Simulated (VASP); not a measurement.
Band structure of HgSe (space group F-43m). Calculation: PBE GGA, VASP's PBE PAW potentials (set 64) (plane waves; VASP).

Unless said otherwise, spin-orbit coupling is left out, though it shifts the bands of the heavy elements here.

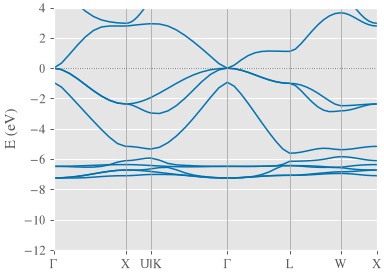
Fig. 1. Bands along high-symmetry lines, zero at the valence-band maximum or, without a gap, the Fermi level

Question: Read the plot: is there a gap, and where are the band edges?

Answer: It has no gap at this level: it comes out as a metal or semimetal.

The structure is a typed HgSe crystal (F-43m). The cell was not relaxed at this level.
